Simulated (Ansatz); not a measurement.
**GaC (quartet): correlated methods under varied settings at distance C1–Ga2 = 3.159 Å**

Aim: run GaC (quartet) at one geometry under a spread of methods and options, and see what each costs and gives.

Computed with Ansatz 0.2.0, Gaussian basis. Level: the settings change from run to run.

21 further runs of the same task are left out: 2 for a known fault of the program, 15 that didn't finish, 4 set aside as unsound or not needed.

## Step 1: The system

The geometry derives from a PBE0/def2-TZVP stationary point (not a proven minimum). One bond is set to the value named and the two fragments are kept rigid. No spin-orbit coupling is included. The filled d shell of Ga may be among the frozen orbitals whatever the setting's name suggests; the logs give the count.

2 atoms, charge 0, spin multiplicity 4.

Atoms are counted from 1 here; the program's logs count them from 0.

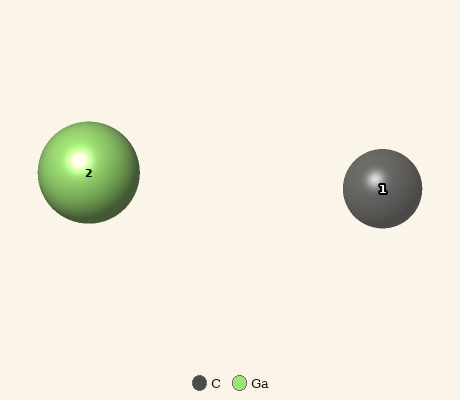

The structure; carbon dark grey, gallium green; atoms are numbered from 1 in the order of the file.

## Step 2: BCCD(T)/cc-pVDZ

in.yaml reads:

```yaml
crystal:
  periodic: [false, false, false]
  atoms:
    - {symbol: C, position_ang: [0.000000, 0.000000, 0.000000]}
    - {symbol: Ga, position_ang: [0.000000, 0.000000, 3.159000]}
basis:
  gaussian: {orbitals: cc-pVDZ}
magnetization: {spin_polarized: false, initial_magnetization: 3}
hamiltonian: {xc: {name: B3LYP}}
correlation: {method: bccd_t, electrons: valence}
scf: {lower_state_search: light}
```

The run is started by

```
$ ansatz run in.yaml --threads 1 --pin off --events-out ev --progress --plain --max-ram 2393MiB
```

The log of the run, cut to the lines that bear on the results:

```text
Functional definition: B3LYP
  name "B3LYP"
  cite "Stephens, Devlin, Chabalowski & Frisch, J. Phys. Chem. 98, 11623 (1994) doi:10.1021/j100096a001"
  cite "Becke, Phys. Rev. A 38, 3098 (1988) doi:10.1103/PhysRevA.38.3098"
  cite "Lee, Yang & Parr, Phys. Rev. B 37, 785 (1988) doi:10.1103/PhysRevB.37.785"
  cite "Vosko, Wilk & Nusair, Can. J. Phys. 58, 1200 (1980) doi:10.1139/p80-159"
[...]
457 factors; integrals over basis functions are off by at most 4.8e-4 eV
[...]
mean field -53408.57517123 eV, -1962.7289359104 hartree, gradient 1.5e-6 eV, S^2 3.750000; 6 other end points of the search recorded, 0 dependent functions left out
[...]
10 core orbitals not correlated: weight in the atoms' cores, before any rotation towards them, 1.000 or more for the frozen orbitals, at most 0.000 for the correlated occupied ones
reference -53357.70771575 eV, -1960.8595914004 hartree; 10, 7 occupied and 21, 24 virtual orbitals, 457 factors
second order -3.81584022 eV of doubles, -0.56610791 eV of singles
cycle   1  -4.50147402 eV  change   -3.2e-1 eV  update   1.2e-1
[...]
cycle  16  -4.89665772 eV  change   -2.1e-6 eV  update   7.2e-6
perturbative correction -0.16524451 eV, -0.0060726236 hartree
WARN: these amplitudes may be one of several solutions (largest doubles amplitude 0.09, level shift 0.87 eV)
Total energy: -53362.76961797 eV, -1961.0456128761 hartree
```

Run time: 4.1 s. Hardware: 1 thread of Arm Neoverse V2, shared host.

From the report: correlation -5.0619 eV; largest double amplitude 0.09. The report flags that the cluster equations may have other roots.

## Step 3: NEVPT2(5,4)/cc-pVDZ

in.yaml reads:

```yaml
crystal:
  periodic: [false, false, false]
  atoms:
    - {symbol: C, position_ang: [0.000000, 0.000000, 0.000000]}
    - {symbol: Ga, position_ang: [0.000000, 0.000000, 3.159000]}
basis:
  gaussian: {orbitals: cc-pVDZ}
magnetization: {spin_polarized: false, initial_magnetization: 3}
correlation: {method: sc_nevpt2, electrons: outside_noble_gas, active_space: {window: {electrons: 5, orbitals: 4}, states: [{multiplicity: 4, weights: [1, 1]}]}}
```

The command is unchanged.

The log of the run, cut to the lines that bear on the results:

```text
Functional definition: HF
  name "HF"
  cite "Fock, Z. Phys. 61, 126 (1930) doi:10.1007/BF01340294"
  parent pbe
[...]
762 factors; integrals over basis functions are off by at most 1.3e-7 eV
[...]
mean field -53358.53289159 eV, -1960.8899160534 hartree, gradient 2.8e-6 eV, S^2 3.750000; 17 other end points of the search recorded, 0 dependent functions left out
reference -53358.53289159 eV, -1960.8899160534 hartree; 20, 17 occupied and 21, 24 virtual orbitals, 762 factors
state -53358.38855826 eV, -1960.8846119012 hartree
state -53352.10935040 eV, -1960.6538552685 hartree
state -53358.38855826 eV, -1960.8846119012 hartree; corrected -53360.87874289 eV, -1960.9761244984 hartree
state -53352.10935040 eV, -1960.6538552685 hartree; corrected -53354.88075174 eV, -1960.7557023893 hartree
Total energy: -53357.87974731 eV, -1960.8659134438 hartree
```

Wall time 4.3 s (1 thread of Arm Neoverse V2, shared host).

From the report: 2 determinants; active occupations (of the averaged states) 1.50, 1.50, 1.00, 1.00.

## Step 4: CCSDT(Q)/cc-pVDZ

in.yaml reads:

```yaml
crystal:
  periodic: [false, false, false]
  atoms:
    - {symbol: C, position_ang: [0.000000, 0.000000, 0.000000]}
    - {symbol: Ga, position_ang: [0.000000, 0.000000, 3.159000]}
basis:
  gaussian: {orbitals: cc-pVDZ}
magnetization: {spin_polarized: false, initial_magnetization: 3}
hamiltonian: {xc: {name: r2SCAN}}
correlation: {method: ccsdt_q, electrons: outside_noble_gas, diis_vectors: 12}
scf: {lower_state_search: off}
```

Launched as before.

The log of the run, cut to the lines that bear on the results:

```text
Functional definition: r2SCAN
  name "r2SCAN"
  cite "Furness, Kaplan, Ning, Perdew & Sun, J. Phys. Chem. Lett. 11, 8208 (2020) doi:10.1021/acs.jpclett.0c02405"
  cite "Furness, Kaplan, Ning, Perdew & Sun, J. Phys. Chem. Lett. 11, 9248 (2020) doi:10.1021/acs.jpclett.0c03077"
  parent r2scan
[...]
762 factors; integrals over basis functions are off by at most 1.3e-7 eV
[...]
mean field -53406.03724087 eV, -1962.6356686896 hartree, gradient 4.6e-6 eV, S^2 3.750000; 0 other end points of the search recorded, 0 dependent functions left out
15 core orbitals not correlated: weight in the atoms' cores, before any rotation towards them, 1.000 or more for the frozen orbitals, at most 0.000 for the correlated occupied ones
reference -53357.53262441 eV, -1960.8531569126 hartree; 5, 2 occupied and 21, 24 virtual orbitals, 762 factors
second order -3.38404027 eV of doubles, -0.47513745 eV of singles
cycle   1  -3.91191849 eV  change   -1.9e-1 eV  update   1.7e-1
[...]
cycle  23  -4.58183579 eV  change   -2.2e-7 eV  update   5.6e-7
perturbative correction -0.03893106 eV, -0.0014306902 hartree
WARN: these amplitudes may be one of several solutions (largest doubles amplitude 0.15, level shift 0.46 eV)
Total energy: -53362.15339127 eV, -1961.0229669624 hartree
Checks for a lower state left out: stability, starts, cluster_reference, orbital_swaps, neighbouring_geometries, increment
```

It took 4.5 s on 1 thread of Arm Neoverse V2, shared host.

From the report: correlation -4.6208 eV; T1 0.033; largest double amplitude 0.15. The orbitals are Kohn-Sham ones, so correlation energy and T1 don't compare with those on Hartree-Fock orbitals. The report flags that the cluster equations may have other roots.

## Step 5: BCCD on UHF/def2-SVPD

in.yaml reads:

```yaml
crystal:
  periodic: [false, false, false]
  atoms:
    - {symbol: C, position_ang: [0.000000, 0.000000, 0.000000]}
    - {symbol: Ga, position_ang: [0.000000, 0.000000, 3.159000]}
basis:
  gaussian: {orbitals: def2-SVPD}
magnetization: {spin_polarized: true, initial_magnetization: 3}
correlation: {method: bccd, electrons: outside_noble_gas}
scf: {lower_state_search: light}
output: {forces: true}
```

The command is unchanged.

The log of the run, cut to the lines that bear on the results:

```text
Functional definition: HF
  name "HF"
  cite "Fock, Z. Phys. 61, 126 (1930) doi:10.1007/BF01340294"
  parent pbe
[...]
563 factors; integrals over basis functions are off by at most 4.1e-4 eV
[...]
mean field -53351.72884349 eV, -1960.6398718975 hartree, gradient 1.9e-6 eV, S^2 3.780555; 23 other end points of the search recorded, 0 dependent functions left out
determinant -53351.72884349 eV, -1960.6398718975 hartree, with singles and doubles -53355.42003277 eV, -1960.7755206016 hartree
determinant -53351.30456368 eV, -1960.6242799022 hartree, with singles and doubles -53354.99549945 eV, -1960.7599192900 hartree
determinant -53351.15456380 eV, -1960.6187675081 hartree, with singles and doubles -53354.48847113 eV, -1960.7412863428 hartree
determinant -53351.13091334 eV, -1960.6178983700 hartree, with singles and doubles -53355.20061685 eV, -1960.7674572152 hartree
[...]
determinant -53351.13091334 eV, -1960.6178983700 hartree, with singles and doubles -53355.29509704 eV, -1960.7709292984 hartree
15 core orbitals not correlated: weight in the atoms' cores, before any rotation towards them, 1.000 or more for the frozen orbitals, at most 0.000 for the correlated occupied ones
reference -53351.72884349 eV, -1960.6398718975 hartree; 5, 2 occupied and 38, 41 virtual orbitals, 563 factors
second order -2.71543569 eV of doubles, -0.00000000 eV of singles
cycle   1  -3.68986702 eV  change    6.6e-3 eV  update   2.3e-2
[...]
cycle  19  -3.67027868 eV  change   -5.3e-8 eV  update   1.4e-7
WARN: the results are in doubt because among natural orbitals full CI differs from the method by -0.129 eV
[...]
Total energy: -53355.39912217 eV, -1960.7747521512 hartree
Atom 0 at     0.000000     0.000000     0.000000 Å, force    -0.000000    -0.000000     1.517416 eV/Å
Atom 1 at     0.000000     0.000000     3.159000 Å, force     0.000000     0.000000    -1.517416 eV/Å
Dipole moment:    -0.000000    -0.000000     1.203236 e Å
In doubt: among natural orbitals full CI differs from the method by -0.129 eV
```

Run time: 17 s. Hardware: 1 thread of Arm Neoverse V2, shared host.

From the report: ⟨S²⟩ of the determinant 3.781 (pure quartet: 3.75); correlation -3.6703 eV; largest double amplitude 0.08. Mind the lines of doubt at the end of the log.

## Step 6: NEVPT2(5,7)/cc-pVDZ

in.yaml reads:

```yaml
crystal:
  periodic: [false, false, false]
  atoms:
    - {symbol: C, position_ang: [0.000000, 0.000000, 0.000000]}
    - {symbol: Ga, position_ang: [0.000000, 0.000000, 3.159000]}
basis:
  gaussian: {orbitals: cc-pVDZ}
magnetization: {spin_polarized: false, initial_magnetization: 3}
correlation: {method: sc_nevpt2, electrons: outside_noble_gas, active_space: {window: {electrons: 5, orbitals: 7}}}
```

The command is unchanged.

The log of the run, cut to the lines that bear on the results:

```text
Functional definition: HF
  name "HF"
  cite "Fock, Z. Phys. 61, 126 (1930) doi:10.1007/BF01340294"
  parent pbe
[...]
457 factors; integrals over basis functions are off by at most 4.8e-4 eV
[...]
mean field -53358.53286513 eV, -1960.8899150809 hartree, gradient 2.9e-6 eV, S^2 3.750000; 17 other end points of the search recorded, 0 dependent functions left out
reference -53358.53286513 eV, -1960.8899150809 hartree; 20, 17 occupied and 21, 24 virtual orbitals, 457 factors
state -53359.51201809 eV, -1960.9258982885 hartree
state -53359.51201809 eV, -1960.9258982885 hartree; corrected -53361.55407995 eV, -1961.0009426776 hartree
state -53359.40567107 eV, -1960.9219901076 hartree
state -53359.40567107 eV, -1960.9219901076 hartree; corrected -53361.76134932 eV, -1961.0085596867 hartree
state -53359.40567107 eV, -1960.9219901076 hartree; corrected -53361.76134932 eV, -1961.0085596867 hartree
WARN: the results are in doubt because another end's mean lies 0.106 eV lower, and its corrected mean 0.207 eV higher
Total energy: -53361.76134932 eV, -1961.0085596867 hartree
In doubt: another end's mean lies 0.106 eV lower, and its corrected mean 0.207 eV higher
```

Run time: 3.4 s. Hardware: 1 thread of Arm Neoverse V2, shared host.

From the report: 68 determinants; active occupations 1.93, 0.96, 0.96, 0.94, 0.07, 0.07, 0.07. Mind the lines of doubt at the end of the log.

## Step 7: CASSCF(3,4)/cc-pVDZ

Edit in.yaml of step 6 so:

```diff
@@ -8,2 +8,2 @@
 magnetization: {spin_polarized: false, initial_magnetization: 3}
-correlation: {method: sc_nevpt2, electrons: outside_noble_gas, active_space: {window: {electrons: 5, orbitals: 7}}}
+correlation: {active_space: {window: {electrons: 3, orbitals: 4}}}
```

Launched as before.

The log of the run, cut to the lines that bear on the results:

```text
Functional definition: HF
  name "HF"
  cite "Fock, Z. Phys. 61, 126 (1930) doi:10.1007/BF01340294"
  parent pbe
[...]
457 factors; integrals over basis functions are off by at most 4.8e-4 eV
[...]
mean field -53358.53286513 eV, -1960.8899150809 hartree, gradient 2.9e-6 eV, S^2 3.750000; 17 other end points of the search recorded, 0 dependent functions left out
reference -53358.53286513 eV, -1960.8899150809 hartree; 20, 17 occupied and 21, 24 virtual orbitals, 457 factors
state -53358.53286513 eV, -1960.8899150809 hartree
Total energy: -53358.53286513 eV, -1960.8899150809 hartree
```

Run time: 2.8 s. Hardware: 1 thread of Arm Neoverse V2, shared host.

From the report: 4 determinants; active occupations 1.00, 1.00, 1.00, 0.00. With so small a space the active step adds no correlation: the energy is the mean field's.

## Step 8: MP2 on UHF/STO-3G

in.yaml reads:

```yaml
crystal:
  periodic: [false, false, false]
  atoms:
    - {symbol: C, position_ang: [0.000000, 0.000000, 0.000000]}
    - {symbol: Ga, position_ang: [0.000000, 0.000000, 3.159000]}
basis:
  gaussian: {orbitals: STO-3G}
magnetization: {spin_polarized: true, initial_magnetization: 3}
correlation: {method: mp2, electrons: all}
```

The command is unchanged.

The log of the run, cut to the lines that bear on the results:

```text
Functional definition: HF
  name "HF"
  cite "Fock, Z. Phys. 61, 126 (1930) doi:10.1007/BF01340294"
  parent pbe
[...]
231 factors; integrals over basis functions are off by at most 3.7e-5 eV
[...]
mean field -52739.91665145 eV, -1938.1561885412 hartree, gradient 2.4e-10 eV, S^2 4.752217; 31 other end points of the search recorded, 0 dependent functions left out
reference -52739.91665145 eV, -1938.1561885412 hartree; 20, 17 occupied and 3, 6 virtual orbitals, 231 factors
second order -0.50974411 eV of doubles, -0.00000000 eV of singles
Total energy: -52740.42639556 eV, -1938.1749212919 hartree
```

Run time: 3.8 s. Hardware: 1 thread of Arm Neoverse V2, shared host.

From the report: ⟨S²⟩ of the determinant 4.752 (pure quartet: 3.75). The determinant is far from a pure spin state, so its energy mixes those of several spin states (harmless only where they are near-degenerate, as at dissociation).

## Step 9: CCSD on ROHF/cc-pVDZ

in.yaml reads:

```yaml
crystal:
  periodic: [false, false, false]
  atoms:
    - {symbol: C, position_ang: [0.000000, 0.000000, 0.000000]}
    - {symbol: Ga, position_ang: [0.000000, 0.000000, 3.159000]}
basis:
  gaussian: {orbitals: cc-pVDZ}
magnetization: {spin_polarized: false, initial_magnetization: 3}
correlation: {method: ccsd, electrons: all}
```

Launched as before.

The log of the run, cut to the lines that bear on the results:

```text
Functional definition: HF
  name "HF"
  cite "Fock, Z. Phys. 61, 126 (1930) doi:10.1007/BF01340294"
  parent pbe
[...]
457 factors; integrals over basis functions are off by at most 4.8e-4 eV
[...]
mean field -53358.53286513 eV, -1960.8899150809 hartree, gradient 2.9e-6 eV, S^2 3.750000; 18 other end points of the search recorded, 0 dependent functions left out
[...]
determinant -53358.53286513 eV, -1960.8899150809 hartree, with singles and doubles -53362.86110509 eV, -1961.0489749658 hartree
determinant -53358.14779123 eV, -1960.8757638761 hartree, with singles and doubles -53362.46785623 eV, -1961.0345233366 hartree
determinant -53357.97627603 eV, -1960.8694608089 hartree, with singles and doubles -53362.05105710 eV, -1961.0192062511 hartree
determinant -53357.92040822 eV, -1960.8674077048 hartree, with singles and doubles -53362.00414622 eV, -1961.0174823080 hartree
determinant -53357.40654014 eV, -1960.8485234010 hartree, with singles and doubles -53361.51124888 eV, -1960.9993686650 hartree
determinant -53358.53286513 eV, -1960.8899150809 hartree, with singles and doubles -53362.86513554 eV, -1961.0491230821 hartree
determinant -53358.14779123 eV, -1960.8757638761 hartree, with singles and doubles -53362.58377739 eV, -1961.0387833605 hartree
reference -53358.53286513 eV, -1960.8899150809 hartree; 20, 17 occupied and 21, 24 virtual orbitals, 457 factors
second order -3.29492426 eV of doubles, -0.07402283 eV of singles
cycle   1  -4.33227217 eV  change   -1.8e-6 eV  update   2.8e-6
Total energy: -53362.86513730 eV, -1961.0491231467 hartree
```

Run time: 12 s. Hardware: 1 thread of Arm Neoverse V2, shared host.

From the report: correlation -4.3323 eV; T1 0.022; largest double amplitude 0.09.

## Step 10: MP2 on ROHF/aug-cc-pVDZ

Edit in.yaml of step 9 so:

```diff
@@ -6,4 +6,6 @@
 basis:
-  gaussian: {orbitals: cc-pVDZ}
+  gaussian: {orbitals: aug-cc-pVDZ}
 magnetization: {spin_polarized: false, initial_magnetization: 3}
-correlation: {method: ccsd, electrons: all}
+correlation: {method: mp2, electrons: outside_noble_gas}
+accuracy: high
+output: {forces: true}
```

Same command.

The log of the run, cut to the lines that bear on the results:

```text
Functional definition: HF
  name "HF"
  cite "Fock, Z. Phys. 61, 126 (1930) doi:10.1007/BF01340294"
  parent pbe
[...]
1069 factors; integrals over basis functions are off by at most 4.1e-9 eV
[...]
mean field -53358.64136973 eV, -1960.8939025514 hartree, gradient 2.7e-8 eV, S^2 3.750000; 16 other end points of the search recorded, 0 dependent functions left out
[...]
15 core orbitals not correlated: weight in the atoms' cores, before any rotation towards them, 1.000 or more for the frozen orbitals, at most 0.000 for the correlated occupied ones
reference -53358.64136973 eV, -1960.8939025514 hartree; 5, 2 occupied and 39, 42 virtual orbitals, 1069 factors
second order -2.87208241 eV of doubles, -0.06136242 eV of singles
[...]
Total energy: -53361.57481456 eV, -1961.0017046606 hartree
Atom 0 at     0.000000     0.000000     0.000000 Å, force     0.000000    -0.000000     1.950585 eV/Å
Atom 1 at     0.000000     0.000000     3.159000 Å, force    -0.000000     0.000000    -1.950585 eV/Å
Dipole moment:     0.000000     0.000000     1.778726 e Å
```

Run time: 10 s. Hardware: 1 thread of Arm Neoverse V2, shared host.

## Step 11: All runs side by side

Where basis and cores are those of an earlier FCI/cc-pVDZ run (-53362.4249 eV), and the state is the same kind, the miss against it is given. † marks a result that the program doubts.

```
                                       level         correlated  functions  energy (eV)  from FCI (meV)   time
       BCCD(T)/cc-pVDZ (on B3LYP orbitals) †            valence         41  -53362.7696                  4.1 s
NEVPT2(5,4)/cc-pVDZ (mean of several states)  outside noble gas         41  -53357.8797                  4.3 s
     CCSDT(Q)/cc-pVDZ (on r2SCAN orbitals) †  outside noble gas         41  -53362.1534           271.5  4.5 s
                     BCCD on UHF/def2-SVPD †  outside noble gas         58  -53355.3991                   17 s
                       NEVPT2(5,7)/cc-pVDZ †  outside noble gas         41  -53361.7613           663.6  3.4 s
                         CASSCF(3,4)/cc-pVDZ                            41  -53358.5329          3892.0  2.8 s
                           MP2 on UHF/STO-3G                all         23  -52740.4264                  3.8 s
                        CCSD on ROHF/cc-pVDZ                all         41  -53362.8651                   12 s
                     MP2 on ROHF/aug-cc-pVDZ  outside noble gas         59  -53361.5748                   10 s
```

## Step 12: Results

```
quantity                          value
    runs                              9
quickest     CASSCF(3,4)/cc-pVDZ, 2.8 s
 slowest  BCCD on UHF/def2-SVPD †, 17 s
```

Total energies in different bases, with other cores or another treatment of relativity can't be set against each other. BCCD on UHF/def2-SVPD † took 6 times as long as CASSCF(3,4)/cc-pVDZ; the jobs differ in more than the method. Among the correlated runs with a miss given, it spans +272 to +664 meV. Hartree-Fock, CASSCF and CASCI lack dynamic correlation by design. Cores frozen from Kohn-Sham orbitals shift the total energy.
